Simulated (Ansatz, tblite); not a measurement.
# (BN)9 cage of four- and six-membered rings (B9N9): a ladder of methods and basis sets

How do method and basis change the picture of (BN)9 cage of four- and six-membered rings (B9N9) (singlet)?

Method: as each input shows; program: Ansatz 0.2.0, Gaussian basis.

Plan: GFN1-xTB, GFN2-xTB, PBE-D4/def2-SVP, r2SCAN-D4/def2-SVP, HF/STO-3G, MP2/def2-SVP.

5 further runs of the same task are left out: 5 that didn't finish.

**1. The structure**

The geometry is that of the singlet, from an earlier relaxation (PBE-D4/def2-SVP).

18 atoms, charge 0, spin multiplicity 1.

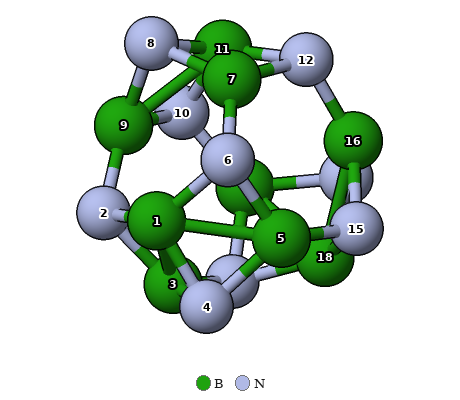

The structure; boron green, nitrogen light blue; atoms are numbered from 1 in the order of the file.

PBE0-D4/def2-SVP was run before; its log isn't repeated, and its numbers join the tables.

**2. GFN1-xTB**

Tight binding, by tblite at 300 K electronic temperature and without a spin-polarisation term:

```python
tblite.interface.Calculator('GFN1-xTB', numbers, positions, charge=0, uhf=0).singlepoint()
```

Energy -1132.1913 eV, HOMO -10.97 eV, LUMO -7.83 eV; 0.014 s.

**3. GFN2-xTB**

Tight binding, by tblite at 300 K electronic temperature and without a spin-polarisation term:

```python
tblite.interface.Calculator('GFN2-xTB', numbers, positions, charge=0, uhf=0).singlepoint()
```

Energy -1025.9113 eV, HOMO -11.16 eV, LUMO -8.10 eV; 0.015 s.

**4. PBE-D4/def2-SVP**

start.molden holds the orbitals of an earlier run on this state, given as this run's starting guess.

Input file in.yaml:

```yaml
crystal:
  periodic: [false, false, false]
  atoms:
    - {symbol: B, position_ang: [0.003096, 1.962726, 0.226010]}
    - {symbol: N, position_ang: [-1.335544, 1.499107, -0.205948]}
    - {symbol: B, position_ang: [-1.165732, 0.849940, 1.142400]}
    - {symbol: N, position_ang: [0.001124, 1.642670, 1.664659]}
    - {symbol: B, position_ang: [1.166344, 0.845980, 1.144732]}
    - {symbol: N, position_ang: [1.341035, 1.494596, -0.203271]}
    - {symbol: B, position_ang: [1.168428, 0.564396, -1.304945]}
    - {symbol: N, position_ang: [0.003308, 0.620488, -2.254897]}
    - {symbol: B, position_ang: [-1.163898, 0.568346, -1.307282]}
    - {symbol: N, position_ang: [-1.338659, -0.923187, -1.195364]}
    - {symbol: B, position_ang: [0.000482, -0.785265, -1.812734]}
    - {symbol: N, position_ang: [1.337895, -0.927722, -1.192666]}
    - {symbol: B, position_ang: [-1.168669, -1.412481, 0.161525]}
    - {symbol: N, position_ang: [-1.340620, -0.569110, 1.397156]}
    - {symbol: N, position_ang: [1.335893, -0.573652, 1.399832]}
    - {symbol: B, position_ang: [1.163517, -1.416427, 0.163867]}
    - {symbol: N, position_ang: [-0.004436, -2.263139, 0.590265]}
    - {symbol: B, position_ang: [-0.003584, -1.177266, 1.586672]}
basis:
  gaussian: {orbitals: def2-SVP, initial_orbitals: start.molden}
hamiltonian: {xc: pbe, dispersion: d4}
scf: {omitted_lower_state_checks: [starts]}
output: {forces: true, orbitals: {seedname: orbitals}}
```

Run with:

```sh
> ansatz run in.yaml --threads 4 --pin off --events-out ev --progress --plain --max-ram 6963MiB
```

After this run come: r2SCAN-D4/def2-SVP; HF/STO-3G; MP2/def2-SVP.

Before running them: what should the planned runs give, taken together? Wanted: gap in def2-SVP, named functionals, smallest and largest; correlation energy, MP2/def2-SVP; binding an atom, functionals in def2-SVP.

The runs gave:

| quantity | value |
| --- | --- |
| gap in def2-SVP, named functionals, smallest and largest | 4.89 eV (PBE-D4), 7.17 eV (PBE0-D4) |
| correlation energy, MP2/def2-SVP | -57.64 eV |
| binding an atom, functionals in def2-SVP | 5.98 (r2SCAN-D4) to 6.30 eV (PBE-D4) |

Over the named functionals in def2-SVP the gap runs from 4.89 eV (PBE-D4) to 7.17 eV (PBE0-D4); exact exchange widens it.
